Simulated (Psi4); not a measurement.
**CH6Sn (SMILES [CH3][SnH3]) at MP3/def2-SVP (core potential)**

Aim: the energy change on altering one bond length of CH6Sn at MP3/def2-SVP (core potential), from 2 runs. 

The calculation is run with Psi4 1.11.

3 further runs of the same task are left out: 1 that didn't finish, 2 set aside as unsound or not needed.

### Step 1. The molecule

CH6Sn: 8 atoms, total charge 0, spin state singlet. As SMILES, `[CH3][SnH3]`. The coordinates come from a PBE0-D4/def2-TZVP relaxation.

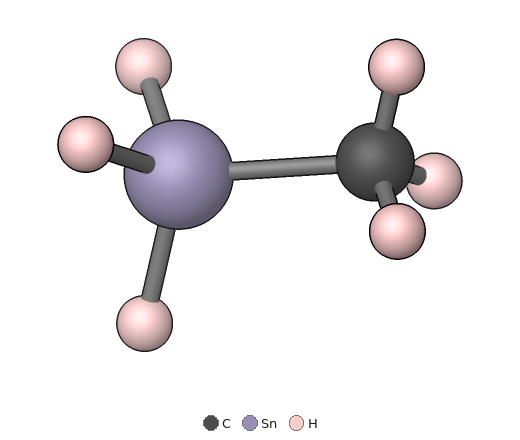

The structure, seen from a chosen angle (carbon dark grey, tin purple, hydrogen pink).

### Step 2. The energy at MP3/def2-SVP (core potential)

Contents of calc.dat:

```
memory 1600 mb

molecule {
  C      2.06830524     0.69428538    -0.20900371
  Sn    -1.73741420    -0.62190887     0.15514651
  H      2.45758883     1.18618109    -2.17091737
  H      3.38128695    -0.77705538     0.38550413
  H      2.35195313     2.36064587     0.96810669
  H     -3.80212896     1.67580913    -0.78896066
  H     -2.18584621    -3.24352592    -1.67769885
  H     -2.35970101    -1.38233466     3.23218756
  units au
  symmetry c1
}

set basis def2-SVP
set puream true
set e_convergence 1e-09
set d_convergence 1e-08
set scf_type pk
set num_frozen_docc 5

energy('mp3')
```

The run is started by

```bash
$ psi4 calc.dat calc.out -n 1
```

calc.out, cut to the lines that bear on the results:

```text
[...]
    !!!  WARNING: ECP capability is in beta. Please check occupations closely.  !!!
[...]
  Running in c1 symmetry.
[...]
  Nuclear repulsion =   80.491966889519219
[...]
  Multiplicity = 1
[...]
  Nalpha       = 17
  Nbeta        = 17
[...]
    Number of basis functions: 70
[...]
   @RHF iter   1:  -254.57245348663085   -1.93504e+00   4.99822e-03 DIIS/ADIIS
[...]
   @RHF iter  10:  -254.64430225345922   -2.33058e-12   3.68470e-09 DIIS
[...]
    Orbital Energies [Eh]
    ---------------------
    Doubly Occupied:
       1A    -11.226961     2A     -5.853807     3A     -4.042996
       4A     -4.042996     5A     -4.042592     6A     -1.312297
       7A     -1.312296     8A     -1.312174     9A     -1.305680
      10A     -1.305680    11A     -0.924213    12A     -0.654741
      13A     -0.561101    14A     -0.561082    15A     -0.434731
      16A     -0.434727    17A     -0.411758
[...]
  @RHF Final Energy:  -254.64430225345922
   => Energetics <=
    Nuclear Repulsion Energy =             80.4919668895192189
    One-Electron Energy =                -590.7928727816295122
    Two-Electron Energy =                 255.6566036386510632
    Total Energy =                       -254.6443022534592160
[...]
 Multipole Moments:
 ------------------------------------------------------------------------------------
     Multipole            Electronic (a.u.)      Nuclear  (a.u.)        Total (a.u.)
 ------------------------------------------------------------------------------------
 L = 1.  Multiply by 2.5417464519 to convert [e a0] to [Debye]
 Dipole X            :        -19.0237609           19.2956722            0.2719113
 Dipole Y            :         -6.5794552            6.6734495            0.0939942
 Dipole Z            :          1.8203805           -1.8464555           -0.0260750
 Magnitude           :                                                    0.2888782
[...]
	DF-MP2 Total Energy (a.u.)         :  -254.91843207702505
[...]
	DF-MP3 Total Energy (a.u.)         :  -254.95127432259329
[...]
```

It took 2 s on 1 thread of Intel Xeon 6975P-C (Granite Rapids), shared host; peak memory 0.23 GiB.

### Step 3. The distorted shape at the same level

Contents of ch6sn.xyz:

```xyz
8
CH6Sn
C      1.063595     0.328349     0.045154
Sn    -0.950305    -0.368151     0.237854
H      1.300500     0.627700    -1.148800
H      1.758395    -0.450251     0.359754
H      1.213695     1.210149     0.668054
H     -2.042905     0.847749    -0.261746
H     -1.187605    -1.755451    -0.732046
H     -1.279605    -0.770551     1.866154
```

Contents of ch6sn.py:

```python
import psi4

psi4.set_memory('1600 MB')
psi4.set_num_threads(1)
psi4.core.set_output_file('run.log', False)

with open('ch6sn.xyz') as f:
    atoms = ''.join(f.readlines()[2:])
geom = psi4.geometry('0 1\n' + atoms + 'symmetry c1')

psi4.set_options({
    'basis': 'def2-SVP',
    'puream': True,
    'e_convergence': 1e-09,
    'd_convergence': 1e-08,
    'scf_type': 'pk',
    'num_frozen_docc': 5,
})

e_tot, wfn = psi4.energy('mp3', molecule=geom, return_wfn=True)
print(f'mp3 energy: {e_tot:.10f} Eh')
```

The run is started by

```bash
$ python ch6sn.py
```

run.log, cut to the lines that bear on the results:

```text
[...]
    !!!  WARNING: ECP capability is in beta. Please check occupations closely.  !!!
[...]
  Running in c1 symmetry.
[...]
  Nuclear repulsion =   79.888818401110868
[...]
  Multiplicity = 1
[...]
  Nalpha       = 17
  Nbeta        = 17
[...]
    Number of basis functions: 70
[...]
   @RHF iter   1:  -254.56146487417675   -2.00554e+00   4.83775e-03 DIIS/ADIIS
[...]
   @RHF iter  10:  -254.63097719501684   -5.51381e-12   5.58335e-09 DIIS
[...]
    Orbital Energies [Eh]
    ---------------------
    Doubly Occupied:
       1A    -11.243592     2A     -5.854845     3A     -4.044030
       4A     -4.044019     5A     -4.043681     6A     -1.313348
       7A     -1.313340     8A     -1.313254     9A     -1.306760
      10A     -1.306681    11A     -0.909737    12A     -0.654435
      13A     -0.563915    14A     -0.529474    15A     -0.435308
      16A     -0.434156    17A     -0.412008
[...]
  @RHF Final Energy:  -254.63097719501684
   => Energetics <=
    Nuclear Repulsion Energy =             79.8888184011108677
    One-Electron Energy =                -589.5944251702234169
    Two-Electron Energy =                 255.0746295740956953
    Total Energy =                       -254.6309771950168397
[...]
 Multipole Moments:
 ------------------------------------------------------------------------------------
     Multipole            Electronic (a.u.)      Nuclear  (a.u.)        Total (a.u.)
 ------------------------------------------------------------------------------------
 L = 1.  Multiply by 2.5417464519 to convert [e a0] to [Debye]
 Dipole X            :        -19.0946389           19.3395674            0.2449285
 Dipole Y            :         -6.6519903            6.7289146            0.0769242
 Dipole Z            :          2.0858501           -2.0676769            0.0181732
 Magnitude           :                                                    0.2573666
[...]
	DF-MP2 Total Energy (a.u.)         :  -254.90667814382147
[...]
	DF-MP3 Total Energy (a.u.)         :  -254.93954035379875
[...]
```

Standard output:

```text
Memory set to   1.490 GiB by Python driver.
  Threads set to 1 by Python driver.
mp3 energy: -254.9395403538 Eh
```

Wall time 2 s (1 thread of Intel Xeon 6975P-C (Granite Rapids), shared host); peak memory 0.23 GiB.

### Step 4. Outcome

Level: MP3/def2-SVP (core potential), 5 core orbitals frozen.

| quantity | value |
| --- | --- |
| first shape: total energy | -254.95127 Eh |
| first shape: HOMO energy (Hartree–Fock orbitals) | -11.20 eV |
| first shape: LUMO energy (Hartree–Fock orbitals) | 3.45 eV |
| first shape: HOMO–LUMO gap (Hartree–Fock orbitals) | 14.66 eV |
| first shape: correlation energy (5 core orbitals frozen) | -307.0 mEh |
| distorted shape: total energy | -254.93954 Eh |
| distorted shape: HOMO energy (Hartree–Fock orbitals) | -11.21 eV |
| distorted shape: LUMO energy (Hartree–Fock orbitals) | 3.38 eV |
| distorted shape: HOMO–LUMO gap (Hartree–Fock orbitals) | 14.59 eV |
| distorted shape: correlation energy (5 core orbitals frozen) | -308.6 mEh |
| energy change with the C1–H3 bond stretched from 1.090 to 1.253 Å | 0.319 eV |

**Reading.** With the C1–H3 bond stretched from 1.090 to 1.253 Å the energy rises by 0.32 eV (7.4 kcal/mol). The first shape isn't relaxed at this level, so the change isn't measured from a minimum.
